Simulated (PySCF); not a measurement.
## What a change does: NMR shielding calculation on C4H8F2O2Si

System: C4H8F2O2Si.
Method of run A: GIAO KT3/pcSseg-1 NMR shielding, non-relativistic, gas phase (PySCF 2.14.0).

The geometry comes from this level: PBE0-D3(BJ)/def2-SVP. Text and figures count atoms from 1; the logs count them from 0 in places.

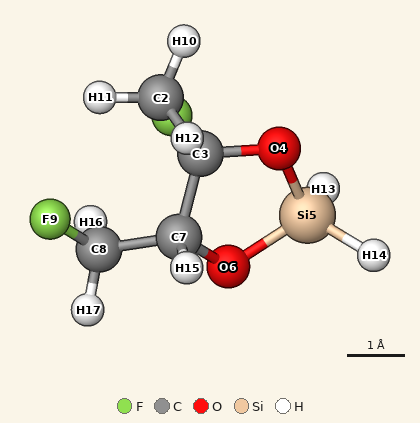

Fig. 1: The structure as given in the input (ball-and-stick view, seen at a tilt; atoms are numbered from 1 in the order of the input). Bond lengths as drawn: C–C 1.51 to 1.55 Å, C–F 1.38 Å, C–H 1.10 to 1.11 Å, C–O 1.41 to 1.42 Å, H–Si 1.48 to 1.49 Å and O–Si 1.68 Å.

### The input, run A
```
{"job": {"kind": "nmr", "xc": "KT3", "basis": "pcSseg-1", "pop": false}, "charge": 0, "multiplicity": 1}
F     -0.354863     0.941302     1.477160
C     -0.693144     1.449720     0.241048
C     -1.101327     0.329724    -0.689149
O     -2.277366    -0.292082    -0.204971
Si    -1.881213    -1.674564     0.659219
O     -0.290740    -1.776907     0.135304
C     -0.045775    -0.799369    -0.853406
C      1.392427    -0.342527    -0.728949
F      1.638252     0.636022    -1.665381
H     -1.542699     2.138966     0.369695
H      0.169647     1.999538    -0.167918
H     -1.311397     0.781372    -1.672866
H     -1.949736    -1.536470     2.135411
H     -2.723459    -2.809931     0.197111
H     -0.185228    -1.245149    -1.857180
H      1.573010     0.059208     0.280258
H      2.072416    -1.190414    -0.904614
```

The first line tells a small driver script what to run in PySCF; the rest is the geometry in Å.

Launched with:
```bash
OMP_NUM_THREADS=1 python <driver script> task.json out
```

Hardware: 1 CPU thread, shared host.

### Output (run A)
```
coarse grid: 15272 points
cycle   1  E = -805.5505734504  dE =  1.194e+00  |g| = 1.280e+00  |ddm| = 3.729e+00
cycle   2  E = -804.7247946446  dE =  8.258e-01  |g| = 2.448e+00  |ddm| = 3.609e+00
cycle   3  E = -805.8160637823  dE = -1.091e+00  |g| = 1.941e-01  |ddm| = 2.866e+00
cycle   4  E = -805.8221117797  dE = -6.048e-03  |g| = 1.133e-01  |ddm| = 2.749e-01
cycle   5  E = -805.8243839238  dE = -2.272e-03  |g| = 2.723e-02  |ddm| = 1.126e-01
cycle   6  E = -805.8244887271  dE = -1.048e-04  |g| = 1.147e-02  |ddm| = 2.712e-02
cycle   7  E = -805.8245148498  dE = -2.612e-05  |g| = 2.523e-03  |ddm| = 1.096e-02
cycle   8  E = -805.8245157262  dE = -8.764e-07  |g| = 1.282e-03  |ddm| = 2.834e-03
final grid: 145360 points
cycle   9  E = -805.9942364955  dE = -2.320e-04  |g| = 4.059e-02  |ddm| = 7.660e-02
cycle  10  E = -805.9936180931  dE =  6.184e-04  |g| = 7.296e-02  |ddm| = 8.238e-02
cycle  11  E = -805.9944724827  dE = -8.544e-04  |g| = 4.156e-03  |ddm| = 5.892e-02
cycle  12  E = -805.9944750633  dE = -2.581e-06  |g| = 1.845e-03  |ddm| = 4.830e-03
cycle  13  E = -805.9944756171  dE = -5.538e-07  |g| = 2.379e-04  |ddm| = 1.477e-03
cycle  14  E = -805.9944756272  dE = -1.014e-08  |g| = 9.039e-05  |ddm| = 2.703e-04
cycle  15  E = -805.9944756289  dE = -1.725e-09  |g| = 2.506e-05  |ddm| = 9.124e-05
cycle  16  E = -805.9944756290  dE = -1.030e-10  |g| = 1.106e-05  |ddm| = 3.019e-05
converged SCF energy = -805.9944756290

GIAO shielding tensors (ppm)
atom      isotropic    diamagn.    paramagn.     s11        s22        s33       span
  0 F      415.636     476.971     -61.336    388.400    412.500    446.006     57.606
  1 C       97.813     244.176    -146.363     64.727     83.315    145.398     80.671
  2 C      103.980     253.361    -149.381     82.189     96.162    133.587     51.398
  3 O      263.355     397.289    -133.934    206.259    244.709    339.098    132.839
  4 Si     365.629     881.674    -516.045    337.574    347.318    411.994     74.420
  5 O      272.522     396.545    -124.023    229.842    249.309    338.416    108.575
  6 C      107.759     249.278    -141.519     83.500     98.844    140.932     57.432
  7 C       98.230     244.721    -146.491     66.806     76.615    151.268     84.461
  8 F      415.492     473.722     -58.229    392.562    410.651    443.264     50.702
  9 H       26.621      28.363      -1.741     22.131     26.052     31.681      9.549
 10 H       26.377      30.032      -3.655     23.801     25.825     29.504      5.703
 11 H       27.352      31.749      -4.397     23.788     27.042     31.225      7.436
 12 H       26.217      29.184      -2.967     22.584     24.191     31.877      9.293
 13 H       26.155      27.800      -1.645     22.859     23.014     32.593      9.735
 14 H       27.039      30.853      -3.815     23.501     25.321     32.293      8.792
 15 H       26.689      30.587      -3.898     24.463     27.753     27.850      3.387
 16 H       26.439      28.251      -1.811     22.372     27.350     29.596      7.224
```

For run B the input was changed thus:
```diff
-"xc": "KT3"
+"xc": "PBE0"
-"pop": false
```

Predict how the results change.

The total energies belong to different methods, so their difference says nothing on which is more stable or more accurate. The HOMO goes from −6.73 to −8.18 eV. The LUMO goes from −0.66 to 0.33 eV. The dipole moment goes from 0.61 to 0.69 D. Of all shieldings, the largest change is that of F1, by +19.7 ppm. The functional changes from KT3 to PBE0. Exact exchange removes part of the self-interaction error of semilocal functionals, which pushes filled and empty levels apart. The SCF takes 14 iterations against 16.

### Output (run B)
```
coarse grid: 15272 points
cycle   1  E = -795.9391228644  dE =  1.277e+00  |g| = 1.025e+00  |ddm| = 3.687e+00
cycle   2  E = -795.7048362887  dE =  2.343e-01  |g| = 1.556e+00  |ddm| = 1.901e+00
cycle   3  E = -796.1133666625  dE = -4.085e-01  |g| = 8.679e-02  |ddm| = 1.283e+00
cycle   4  E = -796.1144960590  dE = -1.129e-03  |g| = 4.550e-02  |ddm| = 1.011e-01
cycle   5  E = -796.1148267971  dE = -3.307e-04  |g| = 1.123e-02  |ddm| = 4.039e-02
cycle   6  E = -796.1148437254  dE = -1.693e-05  |g| = 3.446e-03  |ddm| = 9.288e-03
cycle   7  E = -796.1148459451  dE = -2.220e-06  |g| = 6.810e-04  |ddm| = 2.992e-03
final grid: 145360 points
cycle   8  E = -796.2018189326  dE = -4.524e-05  |g| = 1.294e-02  |ddm| = 3.283e-02
cycle   9  E = -796.2017827091  dE =  3.622e-05  |g| = 1.942e-02  |ddm| = 2.134e-02
cycle  10  E = -796.2018498883  dE = -6.718e-05  |g| = 1.114e-03  |ddm| = 1.305e-02
cycle  11  E = -796.2018501339  dE = -2.456e-07  |g| = 2.841e-04  |ddm| = 1.165e-03
cycle  12  E = -796.2018501489  dE = -1.495e-08  |g| = 9.466e-05  |ddm| = 2.994e-04
cycle  13  E = -796.2018501501  dE = -1.230e-09  |g| = 3.219e-05  |ddm| = 7.829e-05
cycle  14  E = -796.2018501503  dE = -1.662e-10  |g| = 4.496e-06  |ddm| = 2.952e-05
converged SCF energy = -796.2018501503

GIAO shielding tensors (ppm)
atom      isotropic    diamagn.    paramagn.     s11        s22        s33       span
  0 F      435.370     475.576     -40.206    404.888    432.890    468.332     63.444
  1 C       98.669     242.888    -144.219     65.853     83.787    146.368     80.515
  2 C      106.668     251.777    -145.109     85.171     98.412    136.421     51.250
  3 O      277.393     397.652    -120.259    219.845    259.694    352.640    132.795
  4 Si     346.873     879.247    -532.375    315.563    334.251    390.805     75.242
  5 O      287.030     396.444    -109.413    244.341    265.124    351.626    107.285
  6 C      110.435     247.393    -136.958     84.409    101.500    145.397     60.988
  7 C       99.412     243.705    -144.293     66.992     76.540    154.704     87.712
  8 F      434.634     472.737     -38.103    404.111    434.340    465.450     61.340
  9 H       26.523      28.120      -1.597     22.042     25.845     31.682      9.640
 10 H       26.410      29.346      -2.937     23.766     25.752     29.711      5.946
 11 H       27.379      31.302      -3.923     23.601     26.940     31.597      7.996
 12 H       26.176      28.804      -2.628     22.518     24.137     31.873      9.355
 13 H       26.127      27.651      -1.524     22.832     22.932     32.618      9.786
 14 H       26.979      30.508      -3.529     23.421     25.165     32.351      8.930
 15 H       26.623      29.641      -3.019     24.297     27.773     27.797      3.500
 16 H       26.378      27.977      -1.599     22.211     27.190     29.734      7.523
```

### The two runs side by side

```csv
quantity,run A,run B
outcome,converged,converged
total energy (hartree),−805.994476,−796.201850
HOMO (eV),−6.73,−8.18
LUMO (eV),−0.66,0.33
dipole moment (D),0.61,0.69
shielding of F1 (ppm),415.6,435.4
shielding of C3 (ppm),104.0,106.7
shielding of O4 (ppm),263.4,277.4
shielding of Si5 (ppm),365.6,346.9
shielding of O6 (ppm),272.5,287.0
shielding of C7 (ppm),107.8,110.4
shielding of F9 (ppm),415.5,434.6
SCF iterations,16,14
basis functions,200,200
wall time (shared host),75 s,79 s
```
